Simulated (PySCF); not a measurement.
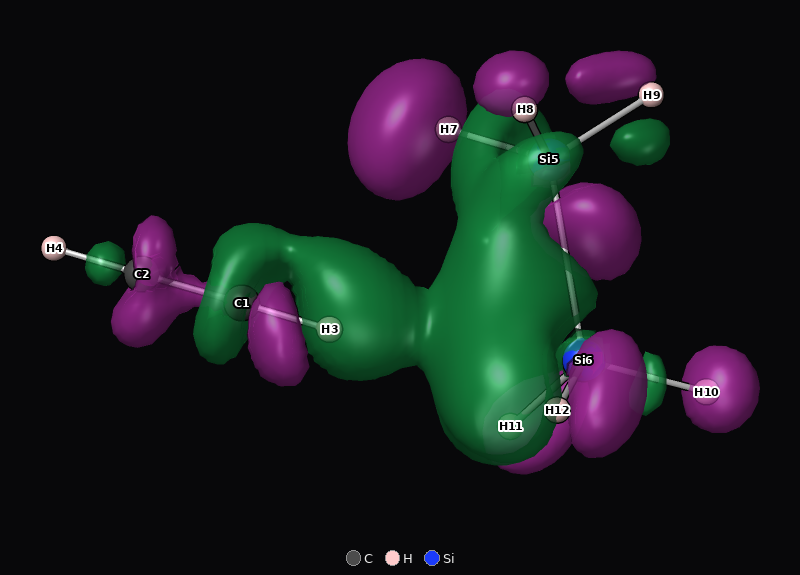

Figure. C₂H₈Si₂, SMILES `C#C.[SiH3][SiH3]`. Density of the complex less the densities of the two fragments at the same geometry, ±0.001 e/Å³ (green: gain, purple: loss). Fragment A: H2C2 (atoms 1–4); fragment B: Si2H6.

Level of theory: HF/def2-SVPD (PySCF), at a geometry from GFN2-xTB.

Cartesian coordinates (Å):

```
C1      -2.4819   -0.3483    0.1654
C2      -3.5834    0.0268   -0.1020
H3      -1.5161   -0.6873    0.3994
H4      -4.5505    0.3613   -0.3368
Si5      1.0877    1.2106    0.0049
Si6      1.4107   -1.0755   -0.0325
H7       0.0426    1.6452   -0.9254
H8       0.6890    1.6897    1.3321
H9       2.3067    1.9414   -0.3537
H10      2.8139   -1.4564   -0.2078
H11      0.6628   -1.7324   -1.1110
H12      0.9665   -1.7242    1.2088
```

Question: How is the density rearranged on binding?

Answer: Hirshfeld charges show almost no net transfer (under 0.005 e). By Hirshfeld charges, electrons gather most on Si6 (−0.006 e) and leave H7 most (+0.004 e); 0.04 e is displaced in all, which induces a dipole of 0.14 D.

Question: What is the interaction energy, and which contacts carry it?

Answer: The counterpoise-corrected interaction energy of the frozen fragments is +2.1 kcal/mol without dispersion correction and −0.6 kcal/mol with D3(BJ). The pair geometry is semi-empirical, not a minimum at this level. Contacts: H3···Si6, 2.98 Å, ρ = 0.004 a.u. The pose is a local one from a semi-empirical search, not shown to be the most stable.

Run time: 3.6 s on 1 thread of Intel(R) Xeon(R) Platinum 8488C (Sapphire Rapids), with other jobs on the host, peak memory 0.31 GiB.
